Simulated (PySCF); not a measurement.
# BCl$_{4}$ (charge −1): what the fields show

Input file:

```
{"job": {"kind": "nmr", "xc": "PBE0", "basis": "pcSseg-2"}, "charge": -1, "multiplicity": 1}
Cl    -1.526311    -0.581024    -1.027914
B     -0.069139    -0.073111     0.011318
Cl     1.424962     0.137339    -1.077104
Cl    -0.446277     1.536553     0.864524
Cl     0.270448    -1.385536     1.285340
```

Command:

```sh
OMP_NUM_THREADS=1 python probes_run.py task.json out
```

Geometry: PBE0-D3(BJ)/def2-TZVP.

All numbers below come from PBE0/pcSseg-2, SCF density, gas phase, non-relativistic (PySCF 2.14.0).

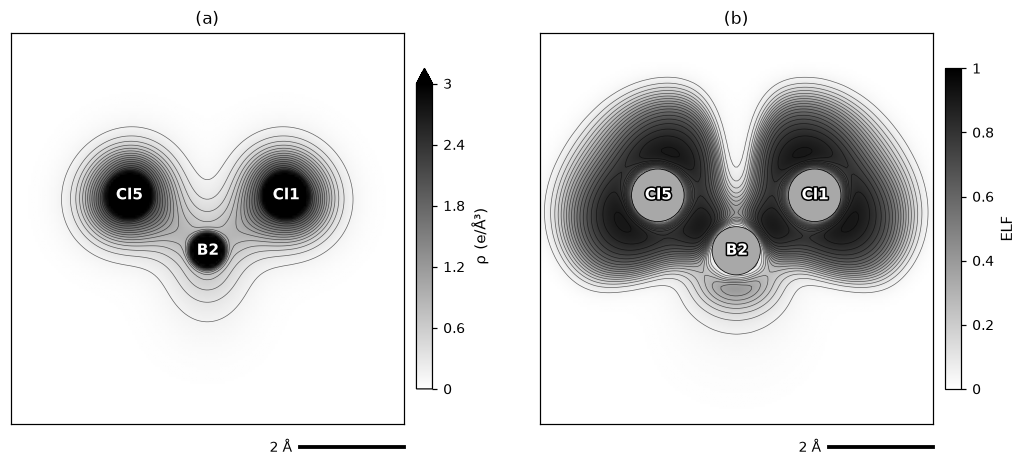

Figure 1. (a) electron density; (b) electron localisation function on the plane of atoms Cl1, B2 and Cl5. Grey discs cover the atomic cores in the ELF map.

What does the map show?

Answer. The plane passes through Cl and B nuclei. B–Cl (1.86 Å): ρ at the midpoint is about 1.1 e/Å³, with its minimum of 0.85 e/Å³ about 0.6 Å from B; the ELF peaks at about 0.90 between the atoms; a shared but strongly polarised pair. The ELF also peaks beside Cl5 and Cl1, away from the bonds: lone-pair regions.

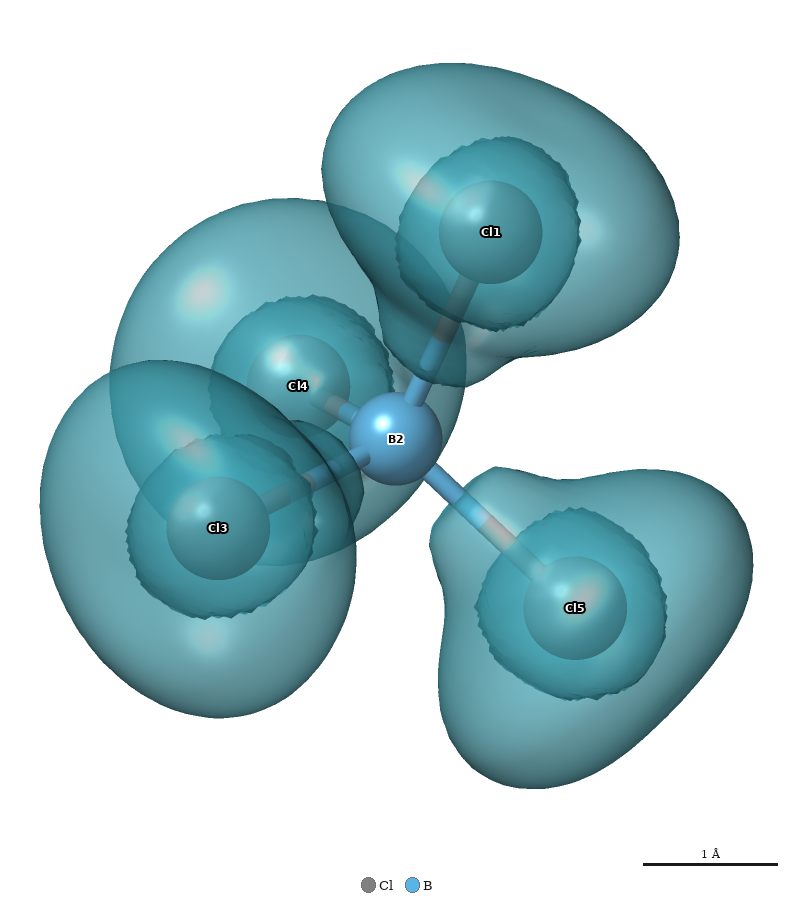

Figure 2. Isosurface of the ELF at 0.75 (cyan), seen from one side. Only the valence region is drawn (cores and ρ < 0.01 e/Å³ removed).

Where are the electrons localised?

Answer. At this value the surface marks out four regions on Cl in which the atom's valence shell and bonds are merged.
